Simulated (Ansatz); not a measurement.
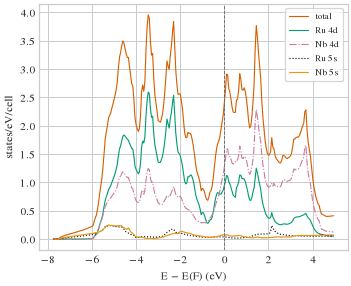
Figure. Total and projected density of states of NbRu (L1₀ or tetragonal B2, P4/mmm), LDA in the plane-wave PAW code Ansatz

Task: Which orbitals carry the states next to the Fermi level?

Result: Within 0.5 eV of the Fermi level: Nb 4d 52 %, Ru 4d 40 %. Projections are on Löwdin-orthogonalised atomic valence shells; empty p or d shells of many metals are not among them.

Task: Where is the tallest occupied peak in this window, and what makes it?

Result: Near -3.4 eV, about 4.0 states/eV per cell; the largest projected share is Ru 4d.

The workflow started from a Materials Project entry (that database holds measured and hypothetical structures alike); the Crystallography Open Database files this formula in space group No. 123, but the cells were not matched. Whether it is the stable phase at ambient conditions was not checked. The cell was relaxed with LDA under the symmetry of its start; of distortions, only those at the zone centre were tested. No spin polarisation was allowed. Spin–orbit coupling is left out wherever it is not named.

Potentials: the later of the program's two PAW sets.
